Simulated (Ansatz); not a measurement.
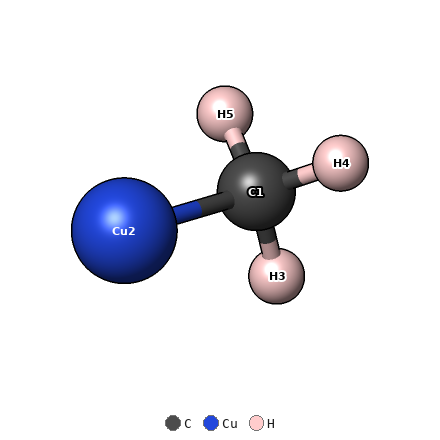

The system is CH₃Cu, SMILES [CH3][Cu]; the picture shows the grid point nearest to the relaxed geometry. Two internal coordinates are moved rigidly from the geometry relaxed at PBE0-D4/def2-TZVP, all others fixed. Coordinates scanned: (1) bond C1–H3; (2) angle Cu2–C1–H5. The scan uses a 7 × 7 grid. Points are written as (first, second). Energies: kJ/mol, counted from the lowest grid point. Level of theory: Ansatz 0.2.0, RKS r2SCAN-D4/def2-TZVPP.

Its coordinates:

```tsv
atom	x (Å)	y (Å)	z (Å)
C	-0.1505	-0.0112	-0.0638
Cu	1.6453	-0.0500	0.5578
H	-0.7010	-0.8388	0.3979
H	-0.1482	-0.1194	-1.1498
H	-0.5981	0.9432	0.2189
```

Range: bond C1–H3 from 0.960 to 1.528 Å; angle Cu2–C1–H5 from 90.7 to 126.7°.

> What will the energy surface look like?

The lowest grid point is at (1.096 Å, 108.7°). It is the only kind of minimum in the scanned range. The highest grid point, (1.528 Å, 90.7°), lies 162 kJ/mol above the lowest.

| angle Cu2–C1–H5 ↓, bond C1–H3 → | 0.960 | 1.016 | 1.096 | 1.191 | 1.295 | 1.408 | 1.528 |
| --- | --- | --- | --- | --- | --- | --- | --- |
| 126.7 | 50 | 24 | 13 | 25 | 57 | 101 | 153 |
| 120.7 | 42 | 17 | 6 | 18 | 50 | 95 | 147 |
| 114.7 | 37 | 12 | 1 | 14 | 46 | 92 | 145 |
| 108.7 | 36 | 10 | 0 | 13 | 46 | 92 | 145 |
| 102.7 | 37 | 12 | 1 | 15 | 48 | 94 | 148 |
| 96.7 | 41 | 16 | 6 | 19 | 53 | 99 | 153 |
| 90.7 | 47 | 23 | 13 | 27 | 60 | 107 | 162 |

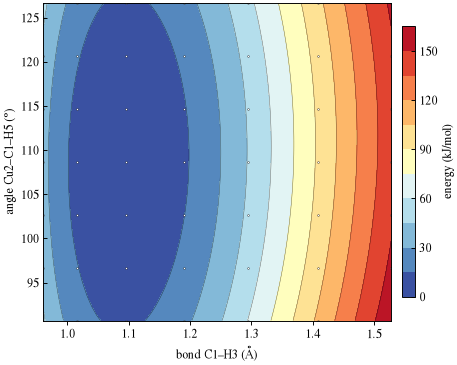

The picture shows filled contours, dots at the grid points. Between grid points the surface is interpolated.
